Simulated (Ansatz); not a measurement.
**Au chain started as a zigzag: period, moment and channels by functional**

Wanted: the relaxed geometry and the open channels of the Au chain started as a zigzag, by several methods.

Program: Ansatz 0.2.0. Level of theory: DFT PBE, plane waves, PAW; relaxation of a chain's period, in the first sound run; inputs show where later runs differ. Results are calculated unless marked as measured.

## Step 1: The starting structure

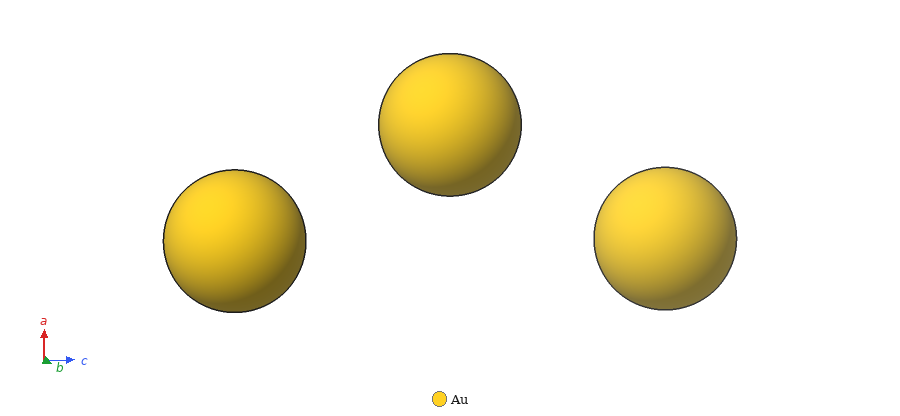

Start, viewed from the side, with the c axis across the page; gold yellow. Some periodic images of atoms are drawn too.

The cell holds 2 atoms: 2 Au. Cell: a = 9.000 Å, b = 7.500 Å, c = 4.563 Å, α = 90.0°, β = 90.0°, γ = 90.0°. Vacuum lies along a and b. The structure's axis is c.

## Step 2: Relaxation of atoms and period, level PBE, cutoff 420 eV

Band widths follow the bond lengths, so the chain is relaxed first. The atoms and the third cell vector are free; the box across stays fixed as vacuum. Moments are seeded so that a magnetic state can form if it lies lower. A Fermi-Dirac smearing is set since the result may be a metal. The pressure printed is a third of the stress's trace over the whole box, vacuum included; only the stress along the axis is relaxed.

input.yaml

```yaml
crystal:
  lattice:
    - [9.0, 0.0, 0.0]
    - [0.0, 7.5, 0.0]
    - [0.0, 0.0, 4.5630731599]
  atoms:
    - { symbol: Au, position: [0.432604749, 0.5, 0.0], spin: 0.5 }
    - { symbol: Au, position: [0.567395251, 0.5, 0.5], spin: 0.5 }
magnetization:
  spin_polarized: true
kpoints:
  mp_grid: { grid: [1, 1, 18] }
scf:
  occupations: { method: fermi_dirac, width: 0.05 }
hamiltonian:
  xc: pbe
relax:
  cell: { fix: [a, b, alpha, beta, gamma] }
  max_steps: 60
```

The run is started by

```sh
$ ansatz run input.yaml --threads 4 --pin off --max-ram 8192MiB --backend cpu --events-out ev --progress --plain --runs-dir out
```

Numbers of over 12 decimals in the logs are rounded to 6 here.

The program printed:

```text
Engine: ansatz 0.2.0, aarch64-unknown-linux-gnu
Pseudopotentials: kind: paw
Pseudopotential: Au, paw, valence charge 19, recommended cutoff 420 eV (normal), Au.paw.azcp
Functional definition: PBE
  parameter kappa = 0.804
  parameter beta = 0.066725
  exchange = pbe_x(kappa = kappa, mu = beta*pi^2/3)
  correlation = pbe_c(beta = beta)
Crystal: 2 atoms, lattice volume = 308.007 Å³
Basis set: ecut = 420 eV, 5997 PW (Γ), exchange–correlation on 128×108×64 points (8 copies of the dense FFT grid, shifted against one another)
Bands: 24, of which v1, the nominal top of the filled ones, is band 19 counted from 1 (18 counted from 0)
Symmetry: 8 space group operations
Space group: Pmma (ITA 51), of the structure as read, at distance tolerance 6.8e-5 Å
Magnetic group: BNS 51.289 (UNI 387), of the structure as read, at distance tolerance 6.8e-5 Å
k-points: 10 of 18
Non-local potential: Au, projectors of the file, l = 0: 3, l = 1: 2, l = 2: 2, l = 3: 1
PAW form: soft (Blöchl's): semilocal exchange-correlation on the pseudo side does not see the compensation charge
PAW one-centre angular grid: Au, 590 points (default); XC on 64 Gauss nodes
Initial density: superposition of atomic densities (neutral atoms: chi_scale 0, normalization atom)
Starting moments: Σ|m| = 1 μB on 2 of 2 sites
Initial wavefunctions: pseudopotential atomic-orbital guess
Functional: x = pbe(κ = 0.804, μ = 0.219515), c = pbe(β = 0.066725)
iter 1 solved again at ethr=2.67e-3 eV; its pass at ethr=3.10e-3 eV (dr2=1.01e0 eV) is discarded
SCF iter   1: F=—  HF=-26296.318794 eV  |F-HF|=—  |Δ(HF+E_count)|=         —  Δρ=1.60e-2 (↑1.60e-2 ↓8.20e-3)  dr2=1.05e0  dr2_m=2.32e-1  M=0.095 μB ∫|m|=0.144 μB  β_m=0.30  ethr=2.67e-3  ⟨swp⟩=1.0  Hψ=2972  notcnv=0
preconditioner: auto → Resta (q_TF=auto, 1.925 Å⁻¹)  ε∞=3.6  [insulator: Δε(μ)=0.227 eV  Ē_g=6.175 eV  σ=0.050 eV  W_gap=0.81  n_scr=38 (ndim 8)  ℏωp=9.9 eV  f_vac=0.733  D(μ)=0.49/eV (n_scr^D=0)  ε∞_Penn≈3.6  vacuum switching on, ρ_ref=2.8e-3 e/Å³]
spin=Collinear: Resta preconditioning applied to the charge; magnetization (m = ρ↑ − ρ↓) channel mixes plain (no charge-response kernel on spin).
SCF iter   2: F=—  HF=-26296.125265 eV  |F-HF|=—  |Δ(HF+E_count)|=   1.94e-1  Δρ=9.31e-3 (↑9.31e-3 ↓6.60e-3)  dr2=2.45e-1  dr2_m=1.26e-1  M=0.076 μB ∫|m|=0.106 μB  β_m=0.30  ethr=2.67e-3  ⟨swp⟩=2.9  Hψ=760  notcnv=0
SCF iter   3: F=—  HF=-26296.079187 eV  |F-HF|=—  |Δ(HF+E_count)|=   4.61e-2  Δρ=5.64e-3 (↑4.67e-3 ↓5.64e-3)  dr2=2.48e-2  dr2_m=6.74e-2  M=0.060 μB ∫|m|=0.080 μB  β_m=0.30  ethr=6.44e-4  ⟨swp⟩=2.0  Hψ=842  notcnv=0  defer=4
SCF iter   4: F=—  HF=-26296.084862 eV  |F-HF|=—  |Δ(HF+E_count)|=   5.68e-3  Δρ=3.61e-3 (↑3.57e-3 ↓3.61e-3)  dr2=1.46e-3  dr2_m=3.59e-2  M=0.048 μB ∫|m|=0.063 μB  β_m=0.30  ethr=6.52e-5  ⟨swp⟩=2.4  Hψ=933  notcnv=0  defer=13
SCF iter   5: F=—  HF=-26296.090320 eV  |F-HF|=—  |Δ(HF+E_count)|=   5.46e-3  Δρ=2.64e-3 (↑2.64e-3 ↓2.61e-3)  dr2=4.02e-4  dr2_m=1.93e-2  M=0.038 μB ∫|m|=0.050 μB  β_m=0.30  ethr=3.85e-6  ⟨swp⟩=2.2  Hψ=687  notcnv=0  defer=13
SCF iter   6: F=—  HF=-26296.092909 eV  |F-HF|=—  |Δ(HF+E_count)|=   2.59e-3  Δρ=1.94e-3 (↑1.94e-3 ↓1.91e-3)  dr2=5.94e-5  dr2_m=1.04e-2  M=0.030 μB ∫|m|=0.040 μB  β_m=0.30  ethr=1.06e-6  ⟨swp⟩=2.0  Hψ=750  notcnv=0  defer=13
SCF iter   7: F=—  HF=-26296.094256 eV  |F-HF|=—  |Δ(HF+E_count)|=   1.35e-3  Δρ=1.44e-3 (↑1.40e-3 ↓1.44e-3)  dr2=7.98e-6  dr2_m=5.69e-3  M=0.023 μB ∫|m|=0.031 μB  β_m=0.30  ethr=1.56e-7  ⟨swp⟩=2.5  Hψ=913  notcnv=0  defer=13
Mixer restart at iter 7: flushing history
spin-set hold released at iteration 7 (site moments contracting): the magnetisation degrees of freedom join the quasi-Newton model from the next iteration; the mixer history was flushed
SCF iter   8: F=—  HF=-26296.094976 eV  |F-HF|=—  |Δ(HF+E_count)|=   7.19e-4  Δρ=1.06e-3 (↑1.04e-3 ↓1.06e-3)  dr2=1.80e-6  dr2_m=3.12e-3  M=0.018 μB ∫|m|=0.025 μB  β_m=0.65  ethr=2.10e-8  ⟨swp⟩=2.8  Hψ=878  notcnv=0  defer=13
SCF iter   9: F=—  HF=-26296.095905 eV  |F-HF|=—  |Δ(HF+E_count)|=   9.29e-4  Δρ=6.36e-5 (↑5.12e-5 ↓6.36e-5)  dr2=2.53e-6  dr2_m=8.86e-6  M=0.002 μB ∫|m|=0.004 μB  β_m=0.77  ethr=4.75e-9  ⟨swp⟩=3.2  Hψ=1083  notcnv=0  defer=13
SCF iter  10: F=—  HF=-26296.095915 eV  |F-HF|=—  |Δ(HF+E_count)|=   9.81e-6  Δρ=2.89e-5 (↑2.89e-5 ↓2.19e-5)  dr2=1.29e-6  dr2_m=1.57e-6  M=0.001 μB ∫|m|=0.002 μB  β_m=0.85  ethr=4.75e-9  ⟨swp⟩=2.3  Hψ=877  notcnv=0  defer=13
SCF iter  11: F=—  HF=-26296.095917 eV  |F-HF|=—  |Δ(HF+E_count)|=   2.01e-6  Δρ=1.27e-5 (↑8.19e-6 ↓1.27e-5)  dr2=7.10e-7  dr2_m=1.68e-7  M=0.000 μB ∫|m|=0.001 μB  β_m=0.78  ethr=3.40e-9  ⟨swp⟩=2.0  Hψ=829  notcnv=0  defer=13
SCF iter  12: F=—  HF=-26296.095917 eV  |F-HF|=—  |Δ(HF+E_count)|=   9.00e-8  Δρ=9.27e-7 (↑9.27e-7 ↓8.99e-7)  dr2=1.18e-10  dr2_m=2.33e-9  M=0.000 μB ∫|m|=0.000 μB  β_m=0.89  ethr=2.63e-10  ⟨swp⟩=3.0  Hψ=1878  notcnv=0
SCF iter  13: F=-26296.095917 eV  HF=-26296.095917 eV  |F-HF|=3.64e-12  |Δ(HF+E_count)|=   6.30e-9  Δρ=8.79e-8 (↑8.24e-8 ↓8.79e-8)  dr2=3.22e-11  dr2_m=1.57e-11  M=0.000 μB ∫|m|=0.000 μB  ethr=1.00e-12  ⟨swp⟩=3.0  Hψ=1165  notcnv=0
WARN: the starting moments were not kept: the SCF closed with an absolute magnetisation of 4.6e-6 μB, where they sum to 1 μB in size (2 sites). That is at most 0.1 of that sum. Measured as dr2_m measures the in/out step, that magnetisation stands 1.6e-12 eV from none, at or under the dr2_threshold of 1.0e-7 eV: it is no larger than a step whose dr2_m would equal this threshold. The system may hold no moment; this SCF [...]
SCF 1 converged in 13 iterations: F = -26296.095917 eV  dr2 = 3.22e-11
  greatest PAW one-centre occupation: 1.000 electrons in one spin orbital (limit 2), on the Au atom at site 1 (counted from 0), in its partial waves of l = 0
relax step   1: F+E_penalty+E_count = -26296.09591687 eV  Δ(F+E_penalty+E_count) = +0.000e0 eV  max|allowed force component| = 4.655e-1 eV/Å  Δτ_max = 0.0000 Å  P = -0.230 GPa  Ω = 308.007 Å³  fix = [a, b, alpha, beta, gamma]  reactions: a -0.314, b -0.083 GPa  (13 SCF iters, dr2 threshold 1.00e-7 eV, accepted)
Crystal: 2 atoms, lattice volume = 311.881 Å³
Basis set: ecut = 420 eV, 6085 PW (Γ), exchange–correlation on 128×108×64 points (8 copies of the dense FFT grid, shifted against one another)
Initial density: handed on by an earlier stage of this run
Starting moments: Σ|m| = 1 μB on 2 of 2 sites; this step starts from the density that it was given
Initial wavefunctions: those handed on with the density
iter 1 solved again at ethr=1.93e-4 eV; its pass at ethr=3.10e-3 eV (dr2=7.35e-2 eV) is discarded
[...]
iter 7 did not close the SCF: its close was put off for a magnetic moment that had not settled (scf_convergence_deferred on its scf_iter line)
SCF iter   7: F=-26296.140368 eV  HF=-26296.140368 eV  |F-HF|=8.73e-11  |Δ(HF+E_count)|=   2.88e-8  Δρ=3.36e-7 (↑3.05e-7 ↓3.36e-7)  dr2=4.34e-10  dr2_m=2.10e-10  M=0.000 μB ∫|m|=0.000 μB  β_m=0.89  ethr=1.41e-11  ⟨swp⟩=1.2  Hψ=1498  notcnv=0
SCF iter   8: F=-26296.140368 eV  HF=-26296.140368 eV  |F-HF|=3.64e-12  |Δ(HF+E_count)|=  4.51e-10  Δρ=5.77e-8 (↑5.77e-8 ↓5.00e-8)  dr2=4.89e-12  dr2_m=7.25e-12  M=0.000 μB ∫|m|=0.000 μB  ethr=1.14e-12  ⟨swp⟩=1.0  Hψ=1263  notcnv=0
the starting moments were not kept: the SCF closed with an absolute magnetisation of 4.4e-6 μB, where they sum to 1 μB in size (2 sites). That is at most 0.1 of that sum. Measured as dr2_m measures the in/out step, that magnetisation stands 1.9e-12 eV from none, at or under the dr2_threshold of 2.0e-7 eV: it is no larger than a step whose dr2_m would equal this threshold.
SCF 3 converged in 8 iterations: F = -26296.140368 eV  dr2 = 4.89e-12
relax step   3: F+E_penalty+E_count = -26296.14036815 eV  Δ(F+E_penalty+E_count) = -1.019e-2 eV  max|allowed force component| = 4.885e-3 eV/Å  Δτ_max = 0.0191 Å  P = +0.031 GPa  Ω = 313.737 Å³  energy of the carried Pulay correction = -2.421e-4 eV  fix = [a, b, alpha, beta, gamma]  reactions: a -0.013, b -0.080 GPa  (8 SCF iters, dr2 threshold 2.00e-7 eV, accepted)
[...]
relax step   4: F+E_penalty+E_count = -26296.14138899 eV  Δ(F+E_penalty+E_count) = -1.021e-3 eV  max|allowed force component| = 9.693e-3 eV/Å  Δτ_max = 0.0134 Å  P = -0.037 GPa  Ω = 316.313 Å³  energy of the carried Pulay correction = -3.495e-4 eV  fix = [a, b, alpha, beta, gamma]  reactions: a -0.010, b -0.079 GPa  (8 SCF iters, dr2 threshold 8.61e-8 eV, accepted)
Initial wavefunctions: pseudopotential atomic-orbital guess (no wavefunctions were taken with the density)
iter 1 solved again at ethr=8.91e-7 eV; its pass at ethr=3.10e-3 eV (dr2=3.39e-4 eV) is discarded
SCF iter   1: F=—  HF=-26296.138413 eV  |F-HF|=—  |Δ(HF+E_count)|=         —  Δρ=5.63e-5 (↑5.63e-5 ↓5.63e-5)  dr2=1.66e-6  dr2_m=7.12e-12  M=-0.000 μB ∫|m|=0.000 μB  β_m=0.30  ethr=8.91e-7  ⟨swp⟩=3.1  Hψ=3632  notcnv=0
preconditioner: auto → Resta (q_TF=auto, 1.916 Å⁻¹)  ε∞=3.2  [insulator: Δε(μ)=0.442 eV  Ē_g=6.676 eV  σ=0.050 eV  W_gap=0.50  n_scr=38 (ndim 8)  ℏωp=9.8 eV  f_vac=0.747  D(μ)=1.11/eV (n_scr^D=2)  ε∞_Penn≈3.2  vacuum switching on, ρ_ref=3.2e-3 e/Å³]
spin=Collinear: Resta preconditioning applied to the charge; magnetization (m = ρ↑ − ρ↓) channel mixes plain (no charge-response kernel on spin).
SCF iter   2: F=—  HF=-26296.139868 eV  |F-HF|=—  |Δ(HF+E_count)|=   1.45e-3  Δρ=3.94e-5 (↑3.94e-5 ↓3.94e-5)  dr2=7.39e-7  dr2_m=4.59e-12  M=-0.000 μB ∫|m|=0.000 μB  β_m=0.59  ethr=4.37e-9  ⟨swp⟩=2.3  Hψ=772  notcnv=0
SCF iter   3: F=—  HF=-26296.141685 eV  |F-HF|=—  |Δ(HF+E_count)|=   1.82e-3  Δρ=3.91e-6 (↑3.91e-6 ↓3.91e-6)  dr2=8.90e-8  dr2_m=5.47e-13  M=-0.000 μB ∫|m|=0.000 μB  β_m=0.66  ethr=1.94e-9  ⟨swp⟩=3.5  Hψ=1022  notcnv=0
SCF iter   4: F=—  HF=-26296.141722 eV  |F-HF|=—  |Δ(HF+E_count)|=   3.67e-5  Δρ=1.97e-6 (↑1.97e-6 ↓1.97e-6)  dr2=2.51e-8  dr2_m=2.29e-13  M=-0.000 μB ∫|m|=0.000 μB  β_m=0.83  ethr=2.34e-10  ⟨swp⟩=3.0  Hψ=782  notcnv=0
SCF iter   5: F=—  HF=-26296.141741 eV  |F-HF|=—  |Δ(HF+E_count)|=   1.91e-5  Δρ=2.17e-7 (↑2.17e-7 ↓2.17e-7)  dr2=5.57e-10  dr2_m=2.52e-14  M=-0.000 μB ∫|m|=0.000 μB  β_m=0.85  ethr=6.61e-11  ⟨swp⟩=3.0  Hψ=864  notcnv=0
SCF iter   6: F=—  HF=-26296.141825 eV  |F-HF|=—  |Δ(HF+E_count)|=   8.37e-5  Δρ=2.24e-7 (↑2.24e-7 ↓2.24e-7)  dr2=1.21e-9  dr2_m=3.54e-15  M=-0.000 μB ∫|m|=0.000 μB  β_m=0.85  ethr=1.46e-12  ⟨swp⟩=4.3  Hψ=1224  notcnv=0
SCF iter   7: F=—  HF=-26296.141825 eV  |F-HF|=—  |Δ(HF+E_count)|=  5.13e-10  Δρ=9.46e-8 (↑9.46e-8 ↓9.46e-8)  dr2=1.50e-10  dr2_m=2.00e-15  M=-0.000 μB ∫|m|=0.000 μB  β_m=0.92  ethr=1.46e-12  ⟨swp⟩=2.0  Hψ=682  notcnv=0
SCF iter   8: F=—  HF=-26296.141825 eV  |F-HF|=—  |Δ(HF+E_count)|=   6.88e-9  Δρ=4.52e-8 (↑4.49e-8 ↓4.52e-8)  dr2=5.59e-11  dr2_m=3.07e-16  M=-0.000 μB ∫|m|=0.000 μB  β_m=0.90  ethr=1.00e-12  ⟨swp⟩=2.0  Hψ=620  notcnv=0
SCF iter   9: F=-26296.141825 eV  HF=-26296.141825 eV  |F-HF|=2.91e-11  |Δ(HF+E_count)|=  1.56e-10  Δρ=7.25e-9 (↑7.25e-9 ↓7.23e-9)  dr2=1.02e-12  dr2_m=5.69e-17  M=-0.000 μB ∫|m|=0.000 μB  ethr=1.00e-12  ⟨swp⟩=4.8  Hψ=2054  notcnv=0
the starting moments were not kept: the SCF closed with an absolute magnetisation of 8.2e-9 μB, where they sum to 1 μB in size (2 sites). That is at most 0.1 of that sum. Measured as dr2_m measures the in/out step, that magnetisation stands 1.3e-17 eV from none, at or under the dr2_threshold of 2.0e-11 eV: it is no larger than a step whose dr2_m would equal this threshold.
SCF 5 converged in 9 iterations: F = -26296.141825 eV  dr2 = 1.02e-12
relax step   5: F+E_penalty+E_count = -26296.14182469 eV  Δ(F+E_penalty+E_count) = -4.357e-4 eV  max|allowed force component| = 9.474e-3 eV/Å  Δτ_max = 0.0000 Å  P = -0.038 GPa  Ω = 316.313 Å³  fix = [a, b, alpha, beta, gamma]  reactions: a -0.011, b -0.081 GPa  stress off target by 2.23e-2 GPa on what of the cell is left free  SCF on the basis re-selected at this cell (its energy is not comparable with the rows above)  (9 SCF iters)
basis re-selected at this cell: Δ(F+E_penalty+E_count) = -4.357e-4 eV, ΔP = -0.001 GPa vs the last step (what re-selecting the basis moved, of the pressure what is left beyond the Pulay correction that the steps carried, after the strain that the cell walked since its last selection, with what the two solves' SCF thresholds leave and, on support functions, any second-order correction that the steps lacked; it is no m [...]
SCF converged after 9 iterations
Magnetization: -0.0000 μB (19.0000 up, 19.0000 down)
Absolute magnetization: 0.0000 μB (∫|ρ↑−ρ↓|, with the PAW one-centre terms)
Spin contamination: 0.0000 ħ² per cell (⟨S²⟩ above its minimum at these occupations)
Per-site moments (μB) at R_I (Å): [(-2.317608507184961e-9, 1.050008), (-2.3176085467831353e-9, 1.050008)]
Free energy (F): -26296.141825 eV
Harris-Foulkes:  -26296.141825 eV  (|F-HF|=2.91e-11)
Internal energy: -26296.134042 eV  (E = F + TS)
E sigma→0 (E₀):  -26296.137934 eV
Entropy (-TS):   -0.007782 eV (-3.891 meV/atom)
Fermi energy:    -3.065437 eV
--- Per-component energies (eV) ---
  E_band       = -1236.810656
  E_kinetic    = 1211.066949
  E_local      = -12155.607153  (includes V_loc(G=0)·N_el)
  E_nonlocal   = 149.309506
  E_hartree    = 5415.463712
  E_xc         = -452.592258
  E_vxc        = -545.196520  (∫ρ·V_xc dr)
  E_paw        = -19415.369906  (= ΣΔE_a)
  E_vpaw       = -727.313808  (= ΣTr[D̂ρ^β])
  E_aug_tail   = 0.002886  (compensation charges beyond the density's cutoff)
  E_ewald      = -1048.407778
  E_smearing   = -0.007782  (= −TS)
  E_closure    = -0.000000  (closes the sum)
  Σ components = -26296.141825   (vs F -26296.141825, Δ=0.00e0)
--- Forces (eV/Å), atoms counted from 1 ---
  atom   1  Au    -0.00947441     0.00000000     0.00000000
  atom   2  Au     0.00947441     0.00000000     0.00000000
  max |Σ_I F_I| component: 0.00e0 eV/Å
--- Stress (GPa, compression-positive) ---
       -0.010792       0.000000       0.000000
        0.000000      -0.081254       0.000000
        0.000000       0.000000      -0.022299
  P = ⅓ Tr σ = -0.0381 GPa (-0.381 kbar)
--- Relaxed structure (4 steps of the walk, 4 accepted, 1 SCFs on fresh bases) ---
  F+E_penalty+E_count = -26296.14182469 eV   max|allowed force component| = 9.474e-3 eV/Å   (the final SCF, on the basis selected at the relaxed cell)
  cell:  # Å, volume = 316.3130 Å³
    - [9.0, 0.0, 0.0]
    - [0.0, 7.5, 0.0]
    - [0.0, 0.0, 4.686118]
  atoms:
    - { symbol: Au, position: [0.444736, 0.5, 0.0] }
    - { symbol: Au, position: [0.555264, 0.5, 0.500000] }
```

The job ended after 12 s (4 threads of Arm Neoverse V2, shared host; peak memory 0.6 GiB; 46 s of CPU time).

Relaxation path:

```tsv
step	energy less that of the first step (eV)	largest force component (eV/Å)	pressure (GPa)	volume (Å³)
1	0.0000	0.4655	-0.23	308.01
2	-0.0343	0.2531	0.27	311.88
3	-0.0445	0.0049	0.03	313.74
4	-0.0455	0.0097	-0.04	316.31
5*	-0.0459	0.0095	-0.04	316.31
```

Relaxation steps marked * repeat the geometry before them on a plane-wave basis chosen anew for their cell, so energy and pressure can jump there.

Forces are held to the 8 operations that the run works with; a distortion that breaks them can't arise in this run.

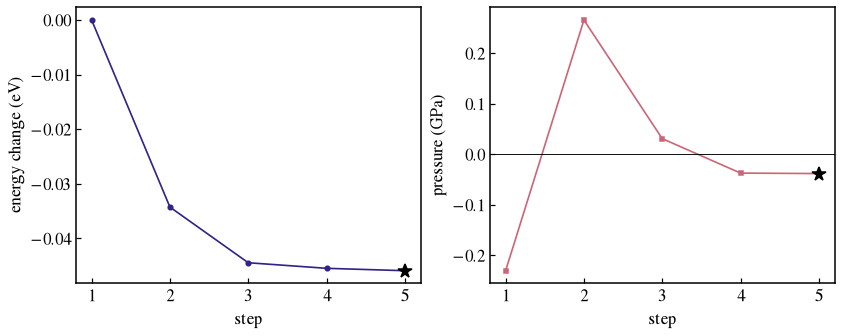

Energy and pressure along the relaxation. Stars mark steps on a basis chosen anew.

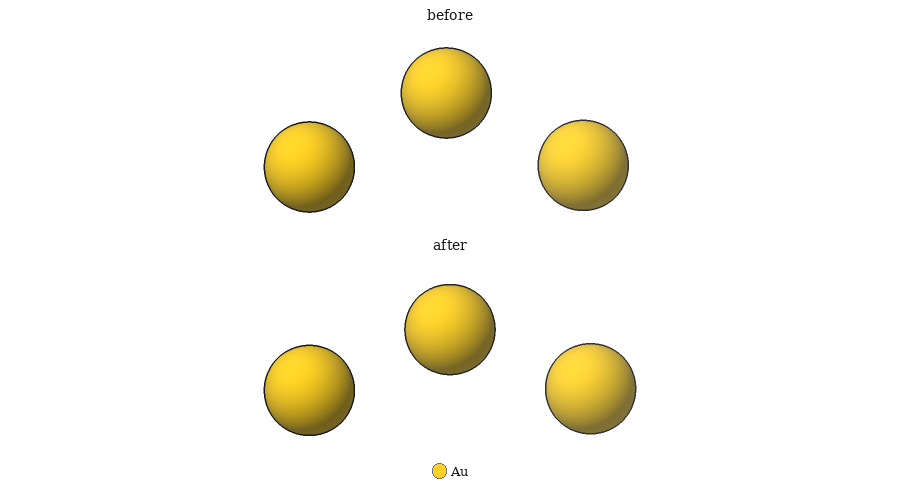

Before and after, at one scale.

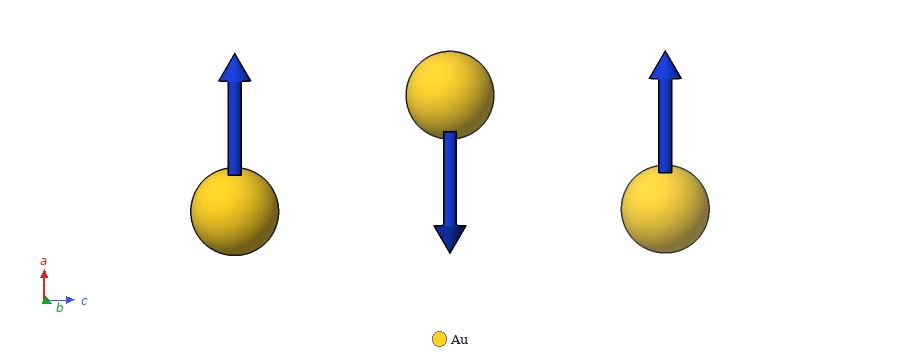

Displacements in the relaxation, exaggerated, measured against the changing cell; the longest in the cell stands for 0.11 Å. Some periodic images of atoms are drawn too.

```tsv
cell as run	before	after	change
c (Å)	4.563	4.686	+2.7 %
```

The atoms that moved most (Å, along periodic axes as changes of fractional coordinates times the final cell, across vacuum about the mean position):

```tsv
atom	dx	dy	dz	length
Au1	0.109	0.000	0.000	0.109
Au2	-0.109	0.000	0.000	0.109
```

The relaxed structure:

```cif
data_structure
_symmetry_space_group_name_H-M 'P 1'
_symmetry_Int_Tables_number 1
_cell_length_a 9.0000
_cell_length_b 7.5000
_cell_length_c 4.6861
_cell_angle_alpha 90.000
_cell_angle_beta 90.000
_cell_angle_gamma 90.000
_cell_volume 316.31
loop_
_atom_site_label
_atom_site_type_symbol
_atom_site_fract_x
_atom_site_fract_y
_atom_site_fract_z
_atom_site_occupancy
Au1 Au 0.44474 0.50000 0.00000 1
Au2 Au 0.55526 0.50000 0.50000 1
```

Numbers from this step:

* energy at zero smearing: -26296.1379 eV
* cell length along the wire: 4.686 Å

The cell's length comes to 4.686 Å with no moment.

(Part 1 of 3 ends here.)

[Logs are printed without paths, hosts, clocks, repeated set-up lines and the standing remarks that a program may print on its own settings, such as how far it seeks lower states.]

[Hosts, paths, dates, database ids (printed as entryN), source tags and the programs' standing remarks are cut or masked in the printed files.]
